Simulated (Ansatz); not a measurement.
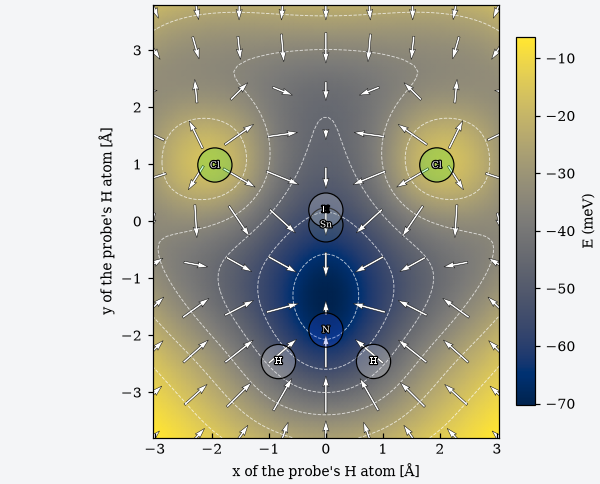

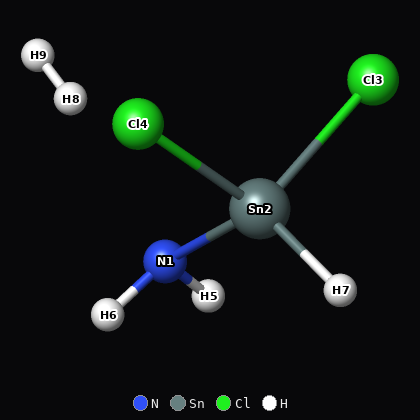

Energy landscape of Cl₂H₃NSn (SMILES [NH2][SnH]([Cl])[Cl]) with the probe H2. The probe is moved over a plane parallel to the molecule's main plane, 2.74 Å above it. The first coordinate is: x of the probe's H atom; the second: y of the probe's H atom. Nothing is relaxed (molecule and probe rigid, the probe upright with H nearest the plane). The scan uses a 9 × 11 grid. Points are written as (first, second). Energies are in meV, from molecule and probe far apart, each relaxed in its own basis (no counterpoise correction). Level of theory: RKS PBE-D4/def2-SVPD (Ansatz).

Drawn: a smooth colour map with a few white contour lines, arrows along the force (downhill), their lengths compressed, labelled circles for the molecule's atoms, projected on the plane. Between grid points the surface is interpolated. The second picture is the structure at the lowest point.

> Where are the wells?

The lowest grid point is at (0.00 Å, −1.52 Å), −70.1 meV from molecule and probe far apart, each relaxed in its own basis (no counterpoise correction). It is the only kind of minimum in the scanned range. The highest grid point, (−3.04 Å, −3.80 Å), lies 63.8 meV above the lowest. Near the minimum the curvatures are about 0.02 and 0.038 eV/Å² along the soft and the stiff direction.

Grid values (meV):

| y of the probe's H atom ↓, x of the probe's H atom → | −3.04 | −2.28 | −1.52 | −0.76 | 0.00 | 0.76 | 1.52 | 2.28 | 3.04 |
| --- | --- | --- | --- | --- | --- | --- | --- | --- | --- |
| 3.80 | −18.2 | −21.7 | −22.6 | −21.9 | −21.5 | −22.0 | −22.7 | −21.7 | −18.2 |
| 3.04 | −28.5 | −32.0 | −33.2 | −34.1 | −34.6 | −34.1 | −33.2 | −32.0 | −28.5 |
| 2.28 | −32.7 | −32.0 | −34.3 | −40.3 | −43.3 | −40.3 | −34.3 | −32.0 | −32.7 |
| 1.52 | −29.7 | −20.6 | −25.0 | −39.7 | −45.6 | −39.6 | −24.9 | −20.6 | −29.7 |
| 0.76 | −29.0 | −18.6 | −24.0 | −41.4 | −48.8 | −41.4 | −24.0 | −18.6 | −29.0 |
| 0.00 | −33.6 | −32.6 | −38.2 | −50.5 | −57.1 | −50.5 | −38.2 | −32.6 | −33.7 |
| −0.76 | −33.5 | −40.5 | −48.9 | −59.9 | −67.1 | −59.9 | −48.9 | −40.5 | −33.5 |
| −1.52 | −26.7 | −36.9 | −48.4 | −61.5 | −70.1 | −61.5 | −48.3 | −36.8 | −26.7 |
| −2.28 | −17.7 | −27.3 | −39.3 | −53.4 | −61.6 | −53.4 | −39.2 | −27.3 | −17.6 |
| −3.04 | −10.9 | −18.5 | −28.5 | −39.2 | −44.1 | −39.1 | −28.5 | −18.4 | −10.9 |
| −3.80 | −6.3 | −11.1 | −17.7 | −23.9 | −26.5 | −23.9 | −17.7 | −11.1 | −6.3 |

The whole map (99 points run) took 11 min on 1 thread of Arm Neoverse V2, on a shared host.
